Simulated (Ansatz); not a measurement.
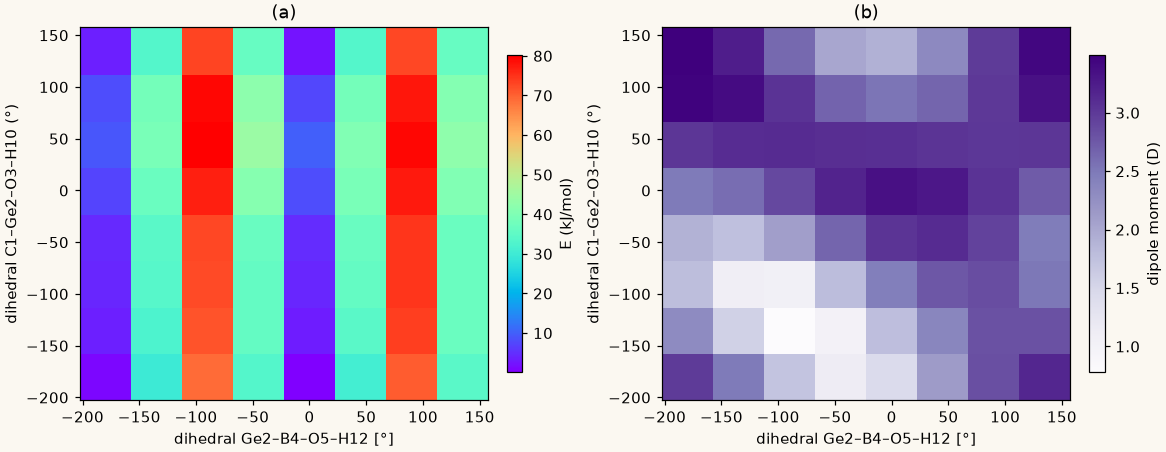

CH7BGeO2, SMILES [CH3][GeH]([OH])[BH]O. Coordinates scanned: (1) dihedral Ge2–B4–O5–H12; (2) dihedral C1–Ge2–O3–H10. Nothing is relaxed (all other coordinates rigid). The scan uses an 8 × 8 grid. Points are written as (first, second). Energies are in kJ/mol, from the relaxed molecule at the same level. Method: RKS PBE0-D4/def2-SVP (Ansatz).

Panel (a) is the energy; panel (b) is the computed dipole moment, in D.

Drawn: one coloured cell a grid point.

How does the dipole moment vary over the map, and what is it at the lowest grid point?

Answer. Leaving out the highest fifth of the energies, it runs from 0.78 D at (−90°, −135°) to 3.49 D at (−180°, 135°). At the lowest grid point, (0°, −180°), it is 1.45 D.

| dihedral C1–Ge2–O3–H10 ↓, dihedral Ge2–B4–O5–H12 → | −180 | −135 | −90 | −45 | 0 | 45 | 90 | 135 |
| --- | --- | --- | --- | --- | --- | --- | --- | --- |
| 135 | 3.49 | 3.23 | 2.63 | 2.03 | 1.91 | 2.33 | 2.99 | 3.44 |
| 90 | 3.46 | 3.39 | 3.05 | 2.67 | 2.53 | 2.66 | 3.01 | 3.35 |
| 45 | 3.03 | 3.11 | 3.12 | 3.09 | 3.09 | 3.04 | 3.02 | 3.03 |
| 0 | 2.49 | 2.60 | 2.88 | 3.18 | 3.35 | 3.28 | 3.05 | 2.73 |
| −45 | 1.91 | 1.76 | 2.10 | 2.66 | 3.05 | 3.11 | 2.93 | 2.47 |
| −90 | 1.80 | 1.10 | 1.06 | 1.81 | 2.45 | 2.76 | 2.84 | 2.51 |
| −135 | 2.31 | 1.57 | 0.78 | 1.02 | 1.78 | 2.37 | 2.80 | 2.81 |
| −180 | 2.99 | 2.49 | 1.72 | 1.14 | 1.45 | 2.13 | 2.83 | 3.16 |
